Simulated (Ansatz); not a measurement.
```yaml
atoms:
  - { symbol: C, position_ang: [-1.5039, 0.1440, 0.1059] }
  - { symbol: C, position_ang: [-0.3246, -0.7768, 0.3230] }
  - { symbol: N, position_ang: [-0.6177, -1.7896, 1.2685] }
  - { symbol: Se, position_ang: [1.3234, 0.3018, 0.8913] }
  - { symbol: Si, position_ang: [1.7401, 1.3425, -1.0813] }
  - { symbol: H, position_ang: [-1.2926, 0.9026, -0.6608] }
  - { symbol: H, position_ang: [-1.7633, 0.6734, 1.0361] }
  - { symbol: H, position_ang: [-2.3750, -0.4501, -0.2138] }
  - { symbol: H, position_ang: [-0.0105, -1.2428, -0.6228] }
  - { symbol: H, position_ang: [0.1571, -2.4318, 1.4104] }
  - { symbol: H, position_ang: [-0.8943, -1.4087, 2.1710] }
  - { symbol: H, position_ang: [1.5829, 0.3645, -2.2048] }
  - { symbol: H, position_ang: [0.8214, 2.4933, -1.3492] }
  - { symbol: H, position_ang: [3.1439, 1.8482, -1.0445] }
```

Theory: RKS PBE0-D4/def2-SVP (Ansatz 0.2.0).

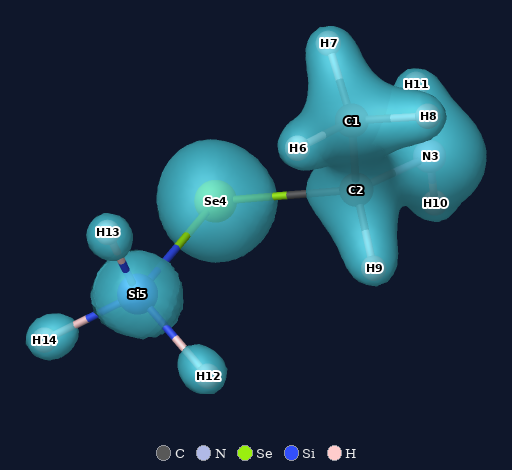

C2H9NSeSi (SMILES CC(N)[Se][SiH3]). Isosurface of the electron density at 1 e/Å³ (cyan), seen at an oblique angle.

Q: Which contacts does the surface bridge?

A: At this value the surface falls into six separate pieces. It bridges the shortest C–N (1.42 Å) and C–C (1.51 Å) contacts, where the density stays above the isovalue. It is pinched off along the shortest C–Se (2.05 Å) and Si–Se (2.27 Å) contacts. On the grid the lowest density along these lines, outside the cores, is 2 e/Å³ (C–N, 1.42 Å), 1.7 e/Å³ (C–C, 1.51 Å), 0.84 e/Å³ (C–Se, 2.05 Å) and 0.6 e/Å³ (Si–Se, 2.27 Å).
